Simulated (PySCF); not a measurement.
```yaml
atoms:
  - { symbol: S, position_ang: [2.9004, -0.0378, -0.5546] }
  - { symbol: C, position_ang: [1.2266, -0.0057, -0.2368] }
  - { symbol: C, position_ang: [0.3988, -1.0843, -0.1147] }
  - { symbol: C, position_ang: [-0.9839, -0.6159, 0.1649] }
  - { symbol: C, position_ang: [-0.8301, 0.8714, 0.1858] }
  - { symbol: C, position_ang: [0.4430, 1.2061, -0.0474] }
  - { symbol: H, position_ang: [0.6819, -2.1161, -0.2027] }
  - { symbol: H, position_ang: [-1.6869, -0.9433, -0.6058] }
  - { symbol: H, position_ang: [-1.3585, -1.0029, 1.1162] }
  - { symbol: H, position_ang: [-1.6526, 1.5392, 0.3662] }
  - { symbol: H, position_ang: [0.8667, 2.1920, -0.0970] }
```

Geometry: GFN2-xTB.

The calculation used UKS B3LYP, pcH-1 on C H S, non-relativistic, mean-field spin-orbit, GIAO (PySCF 2.14.0, density-fitted response routines).

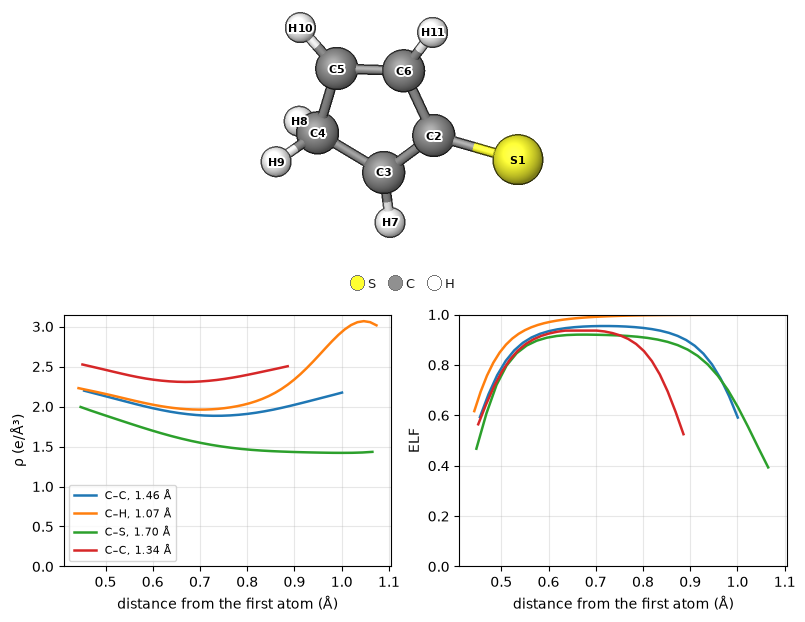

C$_{5}$H$_{5}$S (SMILES S=C1[CH]CC=C1) (doublet). Total electron density and electron localisation function along straight lines between neighbouring atoms. The curves leave out the atomic cores. The structure is drawn too.

Q: What kind of bonding do the profiles show?

A: C–C (1.46 Å): the density is about 1.9 e/Å³ at the midpoint; the ELF peaks at about 0.95 between the atoms; localised, covalent bonding.
C–H (1.07 Å): ρ at the midpoint is about 2.1 e/Å³; the ELF climbs to about 1 towards the hydrogen, as it does in any bond to H; a covalent bond by its length.
C–S (1.70 Å): ρ at the midpoint is about 1.4 e/Å³; the ELF peaks at about 0.90 between the atoms; a covalent bond.
C–C (1.34 Å): ρ is about 2.3 e/Å³ halfway; the ELF peaks at about 0.95 between the atoms: a multiple bond.
